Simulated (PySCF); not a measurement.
# CH5B− (SMILES [BH2-]C) at 3 levels

Aim: a comparison of 3 runs (U-r2SCAN/STO-3G, UPBE0/STO-3G, USVWN5/STO-3G) of CH5B−. 

The calculation is run with PySCF 2.14.0.

2 further runs of the same task are left out: 2 set aside as unsound or not needed.

**1. The structure to begin with**

CH5B−: 7 atoms, total charge -1, spin state doublet. As SMILES, `[BH2-]C`. The C2–H5 distance was set to 1.323 Å, away from the relaxed value.

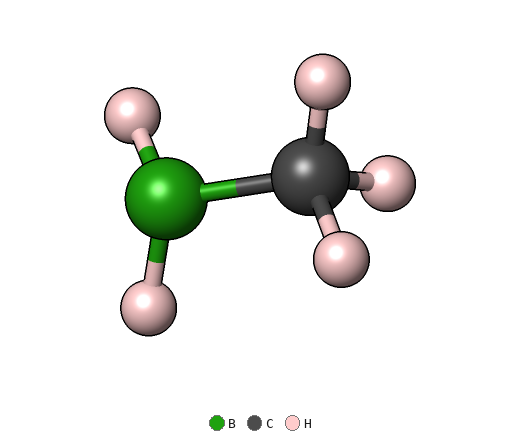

The structure, seen from a chosen angle (boron green, carbon dark grey, hydrogen pink).

**2. A single-point energy at U-r2SCAN/STO-3G (run 1)**

job.py reads:

```python
from pyscf import gto, dft

molecule = gto.M(
    atom='''
B     -0.484401    -0.963094     0.130662
C      0.013079     0.571516    -0.176678
H      0.449629    -1.738494     0.407152
H     -1.228031    -1.426534    -0.753338
H      0.713810     1.090030     0.817870
H      0.662589     0.683816    -1.074748
H     -0.827371     1.264286    -0.345408
''',
    basis='sto-3g',
    max_memory=1860,
    verbose=3,
    charge=-1,
    spin=1,
)

mf = dft.UKS(molecule)
mf.xc = 'r2scan'
mf.grids.level = 5
mf.conv_tol = 1e-10
mf.kernel()
if not mf.converged:
    mf = mf.newton().run(mf.mo_coeff, mf.mo_occ)

e_final = mf.e_tot
print('E(%s) = %.9f' % ('R2SCAN', e_final))
```

Started as:

```
$ OMP_NUM_THREADS=1 python job.py
```

Standard output:

```text
WARN: HOMO -0.056416333277766 >= LUMO -0.0564163332777665

converged SCF energy = -64.9135373293999  <S^2> = 0.7541429  2S+1 = 2.0041386
E(R2SCAN) = -64.913537329
```

Wall time 6 s (1 thread of Arm Neoverse V2, shared host); peak memory 0.21 GiB.

**3. A single-point energy at UPBE0/STO-3G (run 2)**

input.py reads:

```python
from pyscf import gto, dft

mol = gto.Mole()
mol.atom = '''
B     -0.484401    -0.963094     0.130662
C      0.013079     0.571516    -0.176678
H      0.449629    -1.738494     0.407152
H     -1.228031    -1.426534    -0.753338
H      0.713810     1.090030     0.817870
H      0.662589     0.683816    -1.074748
H     -0.827371     1.264286    -0.345408
'''
mol.spin = 1
mol.max_memory = 1860
mol.charge = -1
mol.verbose = 3
mol.basis = 'sto-3g'
mol.build()

mf = dft.UKS(mol, xc='pbe0')
mf.conv_tol = 1e-10
mf.grids.level = 5
mf.kernel()
if not mf.converged:
    mf = mf.newton().run(mf.mo_coeff, mf.mo_occ)

e_final = mf.e_tot
print(f'total energy: {e_final:.8f} hartree')
```

Started as:

```
$ OMP_NUM_THREADS=1 python input.py
```

Standard output:

```text
WARN: HOMO -0.0331134706477023 >= LUMO -0.0331134706477022

converged SCF energy = -64.8659724938347  <S^2> = 0.75298663  2S+1 = 2.0029844
total energy: -64.86597249 hartree
```

It took 3.6 s on 1 thread of Arm Neoverse V2, shared host; peak memory 0.2 GiB.

**4. The energy at USVWN5/STO-3G (run 3)**

calc.py reads:

```python
from pyscf import gto, dft

mol = gto.M(
    atom='''
B   -0.484401  -0.963094   0.130662
C    0.013079   0.571516  -0.176678
H    0.449629  -1.738494   0.407152
H   -1.228031  -1.426534  -0.753338
H    0.713810   1.090030   0.817870
H    0.662589   0.683816  -1.074748
H   -0.827371   1.264286  -0.345408
''',
    basis='sto-3g',
    verbose=3,
    max_memory=1860,
    spin=1,
    charge=-1,
)

myscf = dft.UKS(mol)
myscf.xc = 'svwn'
myscf.conv_tol = 1e-10
myscf.grids.level = 5
myscf.kernel()
if not myscf.converged:
    myscf = myscf.newton().run(myscf.mo_coeff, myscf.mo_occ)

energy = myscf.e_tot
print(f'total energy: {energy:.8f} hartree')
```

Started as:

```
$ OMP_NUM_THREADS=1 python calc.py
```

Standard output:

```text
converged SCF energy = -64.230337201411  <S^2> = 0.75225604  2S+1 = 2.0022548
total energy: -64.23033720 hartree
```

It took 2.3 s on 1 thread of Arm Neoverse V2, shared host; peak memory 0.14 GiB.

**5. The series**

```csv
run,level,energy (Eh),HOMO energy (eV),LUMO energy (eV),⟨S²⟩,wall time
1,U-r2SCAN/STO-3G,-64.913537,8.10,12.83,0.754,6 s
2,UPBE0/STO-3G,-64.865972,7.18,13.41,0.753,3.6 s
3,USVWN5/STO-3G,-64.230337,9.11,11.59,0.752,2.3 s
```

**6. Summary of results**

| quantity | value |
| --- | --- |
| run 3: total energy | -64.23034 Eh |
| run 3: HOMO energy (highest over α and β) | 9.11 eV |
| run 3: LUMO energy (lowest over α and β) | 11.59 eV |
| run 3: ⟨S²⟩ | 0.752 |

In words: Totals of different functionals can't be ranked against each other. In runs 1, 2, 3 the HOMO lies above zero, so the outermost electron may be held by the basis alone. In runs 1, 2, 3 the basis is minimal, so the values are rough. All runs together took 12 s, the longest 6 s.
